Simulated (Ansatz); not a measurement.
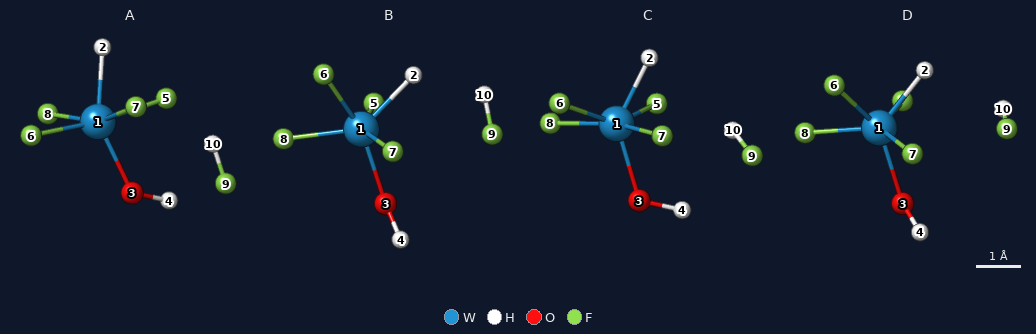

4 geometries from one relaxation of WH$_{3}$OF$_{5}$, in shuffled order. Style: ball-and-stick. Shown at a tilt.

The run prepares an end point of a later path (reaction) calculation, from a guessed geometry.

Computed with RKS B3LYP/def2-SVP in Ansatz. Set-up: no spin polarisation; force threshold 0.03 eV/Å; at most 50 steps.

**Put them in the order of the run, from the start to the converged end.**

B, D, C, A. They are steps 0, 14, 28, 39, at +14.0 kcal/mol, +11.9 kcal/mol, +8.32 kcal/mol relative to the last. The energy falls by 14.0 kcal/mol in 33 accepted moves (39 points after the start). Largest force component: 0.51 eV/Å at the start, 0.028 eV/Å at the end. The line search rejected the trial steps at points 2, 7, 10, 17, 24, 38 of the run. The atom that moves furthest after the best rigid fit is F6 (1.61 Å). Largest moves by element: F 1.61 Å, H 1.35 Å, O 0.53 Å, W 0.40 Å. Near-neighbour distances that change, for instance: W1–F9 3.051 → 3.696 Å, W1–F5 1.870 → 1.984 Å, W1–F7 1.879 → 1.852 Å, F9–H10 0.929 → 0.956 Å. Among the angles between lasting bonds that change: F5–W1–F6 114.3° → 174.1°, H2–W1–F8 139.5° → 83.1°, F5–W1–F7 148.7° → 93.7°. The run took 2.1 min on 4 threads of Arm Neoverse V1 (shared host), peak memory 0.35 GiB.
